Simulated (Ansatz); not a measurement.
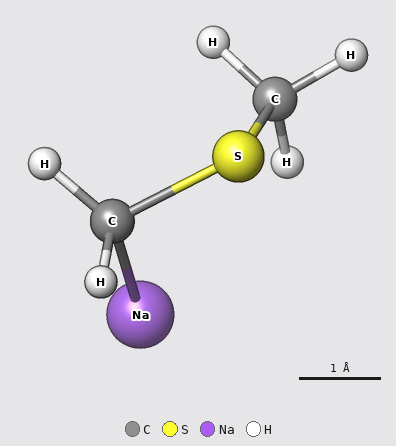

Fig. 1: The input geometry (ball-and-stick view, seen at a tilt). Sticks mark near contacts.

# Geometry relaxation of C₂H₅NaS (part 1 of 2)

The run: geometry relaxation of C₂H₅NaS, SMILES CS[CH2][Na]. Method and program: RHF/def2-SVP (Ansatz 0.2.0).

Log
```
The last accepted step is kept in [file] (removed where the run ends without a failure and the disk answers)
Engine: ansatz 0.2.0, x86_64-unknown-linux-gnu
Functional definition: HF
  exchange = exact_x
  correlation = 0
920 factors; integrals over basis functions are off by at most 3.1e-4 eV
mean field evaluation 1: about -17351.3668 eV, gradient 2.7e1 eV
mean field evaluation 2: about -17351.4653 eV, gradient 2.7e1 eV
mean field evaluation 4: about -17353.6367 eV, gradient 2.9e0 eV
mean field evaluation 8: about -17353.6775 eV, gradient 2.2e-1 eV
mean field -17353.67791491 eV, -637.7359006277 hartree, gradient 1.7e-5 eV, S^2 0.000000; 0 other end points of the search recorded, 0 dependent functions left out
the calculation of the forces begins
reference -17353.67791491 eV, -637.7359006277 hartree; 22, 22 occupied and 64, 64 virtual orbitals, 920 factors
relax step   1: F+E_penalty+E_count = -17353.67791491 eV  Δ(F+E_penalty+E_count) = +0.000e0 eV  max|allowed force component| = 6.181e-1 eV/Å  Δτ_max = 0.0000 Å  (36 SCF iters, accepted)
these checks for a lower state are left out or cut short: starts, cluster_reference, orbital_swaps, neighbouring_geometries, increment
920 factors; integrals over basis functions are off by at most 2.9e-4 eV
mean field evaluation 16: about -17353.7205 eV, gradient 7.4e-4 eV
mean field -17353.72046277 eV, -637.7374642327 hartree, gradient 3.3e-5 eV, S^2 0.000000; 0 other end points of the search recorded, 0 dependent functions left out
[... from here on the field's lines of each further geometry are left out, up to the last ...]
relax step   2: F+E_penalty+E_count = -17353.72046277 eV  Δ(F+E_penalty+E_count) = -4.255e-2 eV  max|allowed force component| = 5.148e-1 eV/Å  Δτ_max = 0.1131 Å  (34 SCF iters, accepted)
relax step   3: F+E_penalty+E_count = -17353.72804791 eV  Δ(F+E_penalty+E_count) = -7.585e-3 eV  max|allowed force component| = 2.255e-1 eV/Å  Δτ_max = 0.0162 Å  (36 SCF iters, accepted)
relax step   4: F+E_penalty+E_count = -17353.72946455 eV  Δ(F+E_penalty+E_count) = -1.417e-3 eV  max|allowed force component| = 5.271e-2 eV/Å  Δτ_max = 0.0160 Å  (28 SCF iters, accepted)
relax step   5: F+E_penalty+E_count = -17353.72984059 eV  Δ(F+E_penalty+E_count) = -3.760e-4 eV  max|allowed force component| = 2.754e-2 eV/Å  Δτ_max = 0.0119 Å  (28 SCF iters, accepted)
relax step   6: F+E_penalty+E_count = -17353.73082715 eV  Δ(F+E_penalty+E_count) = -9.866e-4 eV  max|allowed force component| = 7.444e-2 eV/Å  Δτ_max = 0.0453 Å  (35 SCF iters, accepted)
relax step   7: F+E_penalty+E_count = -17353.73280597 eV  Δ(F+E_penalty+E_count) = -1.979e-3 eV  max|allowed force component| = 3.166e-1 eV/Å  Δτ_max = 0.1956 Å  (34 SCF iters, accepted)
relax step   8: F+E_penalty+E_count = -17353.74414098 eV  Δ(F+E_penalty+E_count) = -1.134e-2 eV  max|allowed force component| = 2.682e-1 eV/Å  Δτ_max = 0.0737 Å  (36 SCF iters, accepted)
relax step   9: F+E_penalty+E_count = -17353.77007195 eV  Δ(F+E_penalty+E_count) = -2.593e-2 eV  max|allowed force component| = 1.913e-1 eV/Å  Δτ_max = 0.1910 Å  (34 SCF iters, accepted)
relax step  10: F+E_penalty+E_count = -17353.77530103 eV  Δ(F+E_penalty+E_count) = -5.229e-3 eV  max|allowed force component| = 3.921e-1 eV/Å  Δτ_max = 0.1903 Å  (36 SCF iters, accepted)
relax step  11: F+E_penalty+E_count = -17353.78546392 eV  Δ(F+E_penalty+E_count) = -1.016e-2 eV  max|allowed force component| = 1.951e-1 eV/Å  Δτ_max = 0.0555 Å  (36 SCF iters, accepted)
relax step  12: F+E_penalty+E_count = -17353.78918965 eV  Δ(F+E_penalty+E_count) = -3.726e-3 eV  max|allowed force component| = 9.478e-2 eV/Å  Δτ_max = 0.0420 Å  (36 SCF iters, accepted)
relax step  13: F+E_penalty+E_count = -17353.75952287 eV  Δ(F+E_penalty+E_count) = +2.967e-2 eV  max|allowed force component| = 6.546e-1 eV/Å  Δτ_max = 0.0913 Å  (36 SCF iters, rejected (line search))
relax step  14: F+E_penalty+E_count = -17353.79058850 eV  Δ(F+E_penalty+E_count) = -1.399e-3 eV  max|allowed force component| = 2.552e-2 eV/Å  Δτ_max = 0.0448 Å  (37 SCF iters, accepted)
relax step  15: F+E_penalty+E_count = -17353.79090609 eV  Δ(F+E_penalty+E_count) = -3.176e-4 eV  max|allowed force component| = 2.147e-2 eV/Å  Δτ_max = 0.0297 Å  (37 SCF iters, accepted)
relax step  16: F+E_penalty+E_count = -17353.76394740 eV  Δ(F+E_penalty+E_count) = +2.696e-2 eV  max|allowed force component| = 9.824e-1 eV/Å  Δτ_max = 0.0548 Å  (37 SCF iters, rejected (line search))
relax step  17: F+E_penalty+E_count = -17353.79095199 eV  Δ(F+E_penalty+E_count) = -4.590e-5 eV  max|allowed force component| = 1.075e-2 eV/Å  Δτ_max = 0.0108 Å  (27 SCF iters, accepted)
relax step  18: F+E_penalty+E_count = -17353.79099221 eV  Δ(F+E_penalty+E_count) = -4.022e-5 eV  max|allowed force component| = 6.208e-3 eV/Å  Δτ_max = 0.0071 Å  (27 SCF iters, accepted)
the calculation of the forces begins
reference -17353.79099749 eV, -637.7400563359 hartree; 22, 22 occupied and 64, 64 virtual orbitals, 920 factors
relax step  19: F+E_penalty+E_count = -17353.79099749 eV  Δ(F+E_penalty+E_count) = -5.282e-6 eV  max|allowed force component| = 2.812e-3 eV/Å  Δτ_max = 0.0014 Å  (27 SCF iters, accepted)
```

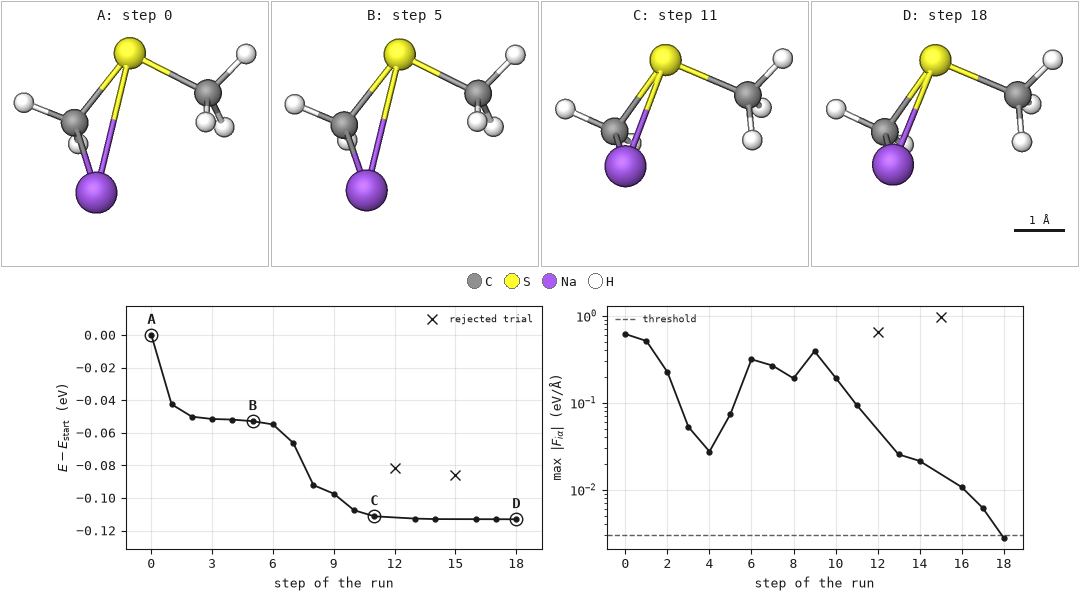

Fig. 2: Frames of the relaxation (ball-and-stick view, seen at a tilt) above the curves, on which the letters mark them (the first geometry is step 0 here and step 1 in the log).

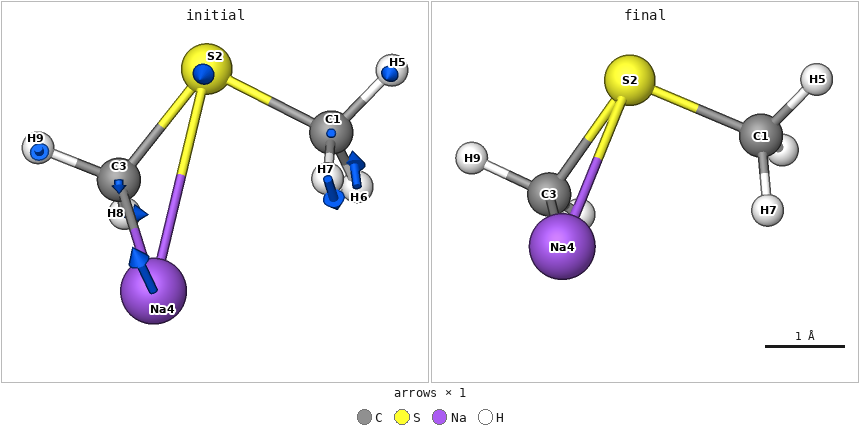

Fig. 3: Before (left) and after (right) the relaxation, at one scale (ball-and-stick view, seen at a tilt). The blue arrows give the displacements, at true length. After 18 geometry steps the energy has fallen by 0.113 eV. Largest force component: 0.62 eV/Å at the start, 0.0028 eV/Å at the end. The line search rejected the trial steps at points 12, 15 (counted from 0) and went back. Na4 moves most after the best rigid fit: 0.75 Å. By element the largest moves are Na 0.75 Å, H 0.65 Å, S 0.45 Å, C 0.19 Å. Distances before and after: S2–Na4 3.317 → 2.789 Å, S2–C3 1.805 → 1.874 Å, C1–H7 1.123 → 1.094 Å, C3–Na4 2.346 → 2.318 Å. Among the angles that change: Na4–C3–H8 118.1° → 140.9°, S2–C3–Na4 105.3° → 82.7°, C1–S2–Na4 72.2° → 91.2°. (Atoms are counted from 1 in the order of the input.)

```
920 factors; integrals over basis functions are off by at most 3.0e-4 eV
mean field -17353.79099749 eV, -637.7400563359 hartree, gradient 1.4e-5 eV, S^2 0.000000; 1 other end points of the search recorded, 0 dependent functions left out
the calculation of the forces begins
reference -17353.79099749 eV, -637.7400563359 hartree; 22, 22 occupied and 64, 64 virtual orbitals, 920 factors
Total energy: -17353.79099749 eV, -637.7400563359 hartree
Atom 0 at     0.462245     1.278170    -0.048587 Å, force    -0.001013    -0.001268     0.001231 eV/Å
Atom 1 at     0.007262    -0.016975     1.129779 Å, force     0.002812     0.001954     0.000982 eV/Å
Atom 2 at    -0.761442    -1.277651    -0.023417 Å, force    -0.001603     0.001222    -0.001473 eV/Å
Atom 3 at     1.446935    -1.919335    -0.313876 Å, force     0.000654    -0.000188     0.000166 eV/Å
Atom 4 at     1.023072     2.049066     0.478955 Å, force     0.000504     0.000558     0.000419 eV/Å
Atom 5 at    -0.431509     1.727854    -0.480729 Å, force    -0.000096     0.000168    -0.000494 eV/Å
Atom 6 at     1.074757     0.894504    -0.870216 Å, force     0.000076    -0.000085    -0.000259 eV/Å
Atom 7 at    -1.573412    -0.766637    -0.548831 Å, force    -0.000734    -0.001703    -0.000808 eV/Å
Atom 8 at    -1.247908    -1.968986     0.676913 Å, force    -0.000601    -0.000657     0.000236 eV/Å
Dipole moment:     1.241783    -0.464823    -0.400573 e Å
```

Trajectory as extended XYZ (Å, eV, eV/Å), 19 frames, from step=1 to step=19
```
9
Properties=species:S:1:pos:R:3:forces:R:3 step=1 energy=-17353.67792
C     0.5338    1.2744   -0.0006    0.3215   0.2058  -0.3133
S    -0.3706    0.2172    1.1677    0.0296   0.3327  -0.0639
C    -0.8015   -1.2107    0.1505   -0.3834  -0.6181  -0.3327
Na    1.1618   -1.7599   -1.0112    0.0451  -0.0243   0.0094
H     0.8235    2.2051    0.5285   -0.1355  -0.5521  -0.3366
H    -0.0886    1.5492   -0.8781    0.3468  -0.1703   0.5595
H     1.4717    0.7869   -0.3801   -0.5984   0.3857   0.2819
H    -1.7245   -1.0238   -0.4400    0.3566  -0.0402   0.5351
H    -1.0056   -2.0385    0.8634    0.0176   0.4808  -0.3395
9
Properties=species:S:1:pos:R:3:forces:R:3 step=2 energy=-17353.72046
C     0.5436    1.2768   -0.0011    0.1112   0.0400  -0.1263
S    -0.3940    0.2210    1.1340    0.1719   0.2525   0.0976
C    -0.8097   -1.2133    0.1098   -0.5148  -0.1880  -0.2065
Na    1.1748   -1.7789   -1.0240   -0.0624   0.0317   0.0283
H     0.8025    2.2018    0.5237   -0.0365  -0.1260  -0.0639
H    -0.0455    1.5364   -0.8874    0.0772  -0.0397   0.1458
H     1.4902    0.8134   -0.3369   -0.1989   0.0889   0.0927
H    -1.7986   -1.0337   -0.3551    0.4219  -0.1107   0.1020
H    -0.9633   -2.0236    0.8370    0.0303   0.0514  -0.0697
9
Properties=species:S:1:pos:R:3:forces:R:3 step=3 energy=-17353.72805
C     0.5460    1.2772   -0.0025    0.0316  -0.0215  -0.0597
S    -0.3828    0.2215    1.1364    0.0459   0.1098   0.0905
C    -0.8126   -1.2184    0.1132   -0.2255  -0.1004  -0.1337
Na    1.1648   -1.7673   -1.0197   -0.0055   0.0095   0.0069
H     0.8031    2.2003    0.5190   -0.0117  -0.0201   0.0001
H    -0.0463    1.5329   -0.8829    0.0097  -0.0028   0.0273
H     1.4886    0.8182   -0.3376   -0.0440   0.0178   0.0223
H    -1.7863   -1.0388   -0.3644    0.1703  -0.0127   0.0511
H    -0.9744   -2.0255    0.8386    0.0292   0.0204  -0.0048
9
Properties=species:S:1:pos:R:3:forces:R:3 step=4 energy=-17353.72947
C     0.5453    1.2724   -0.0045   -0.0096   0.0076   0.0156
S    -0.3768    0.2212    1.1428    0.0101   0.0159   0.0085
C    -0.8149   -1.2184    0.1127   -0.0216  -0.0527  -0.0227
Na    1.1680   -1.7535   -1.0121    0.0072   0.0022   0.0038
H     0.8046    2.1948    0.5151    0.0084   0.0198   0.0039
H    -0.0521    1.5276   -0.8800   -0.0105   0.0009  -0.0108
H     1.4843    0.8134   -0.3422    0.0163  -0.0085  -0.0069
H    -1.7796   -1.0323   -0.3681   -0.0029   0.0189   0.0003
H    -0.9788   -2.0252    0.8364    0.0026  -0.0040   0.0083
9
Properties=species:S:1:pos:R:3:forces:R:3 step=5 energy=-17353.72984
C     0.5455    1.2729   -0.0058   -0.0165  -0.0078   0.0076
S    -0.3684    0.2158    1.1433   -0.0006  -0.0060   0.0187
C    -0.8172   -1.2227    0.1111    0.0262  -0.0068  -0.0188
Na    1.1741   -1.7519   -1.0021    0.0026   0.0017   0.0082
H     0.8065    2.1945    0.5149    0.0033   0.0078   0.0053
H    -0.0579    1.5294   -0.8768   -0.0055   0.0018  -0.0110
H     1.4833    0.8164   -0.3504    0.0177  -0.0041  -0.0132
H    -1.7793   -1.0265   -0.3691   -0.0275   0.0111  -0.0075
H    -0.9866   -2.0280    0.8349    0.0003   0.0023   0.0107
```
